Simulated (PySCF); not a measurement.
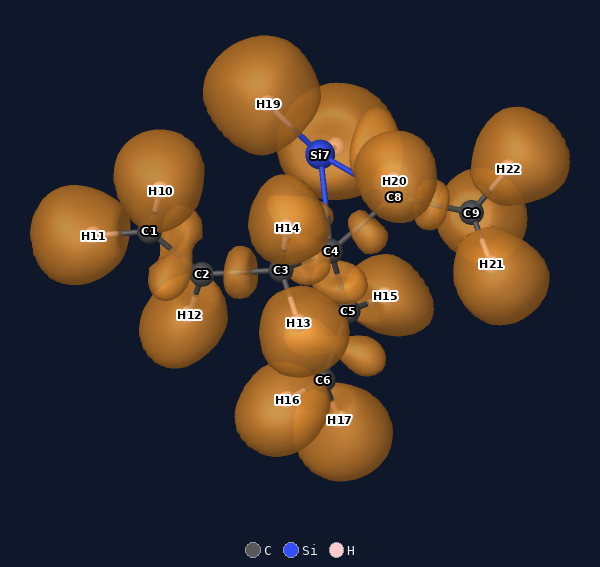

*C₈H₁₄Si. Isosurface of the electron localisation function at 0.8 (orange), seen at a tilt. Core shells and regions of very low density are left out.*

Geometry: GFN2-xTB.

The calculation used PBE0/pcSseg-1, SCF density, gas phase, non-relativistic in PySCF 2.14.0.

The calculation's input:

```
{"job": {"kind": "nmr", "xc": "PBE0", "basis": "pcSseg-1"}, "charge": 0, "multiplicity": 1}
C      3.007179     0.413972     1.308988
C      1.977092     0.906751     0.646894
C      0.547863     0.677289     1.022507
C     -0.211409    -0.050160    -0.079675
C     -0.629699     0.758852    -1.226934
C     -0.384569     2.045114    -1.443059
Si     0.303996    -1.864243    -0.432741
C     -1.208078    -1.130195     0.413614
C     -2.605684    -1.185194    -0.160798
H      2.878568    -0.176954     2.201973
H      4.023531     0.586785     0.997147
H      2.138251     1.493197    -0.247379
H      0.058380     1.636106     1.222699
H      0.513525     0.087627     1.940825
H     -1.190454     0.216086    -1.977487
H      0.160025     2.668183    -0.755307
H     -0.735212     2.533754    -2.336702
H      0.142020    -2.342634    -1.793430
H      1.344551    -2.459507     0.381835
H     -1.235675    -1.182783     1.498723
H     -3.136622    -0.252533     0.033801
H     -3.163358    -1.997833     0.302042
H     -2.598971    -1.354692    -1.234519
```

Launched as:

```sh
OMP_NUM_THREADS=1 python probes_run.py task.json out
```

> Identify the bonds, lone pairs and shells in this picture.

The ELF exceeds this value in seven regions between bonded C–C atoms (shared pairs), one region between bonded C–Si atoms (shared pairs), 14 regions around hydrogen nuclei and one region on Si in which the atom's valence shell and bonds are merged.

Values along the shortest contacts:
C–C (1.32 Å): the ELF peaks at about 0.90 between the atoms; a multiple bond. C–Si (1.88 Å): the ELF peaks at about 0.85 between the atoms (localised, covalent bonding).
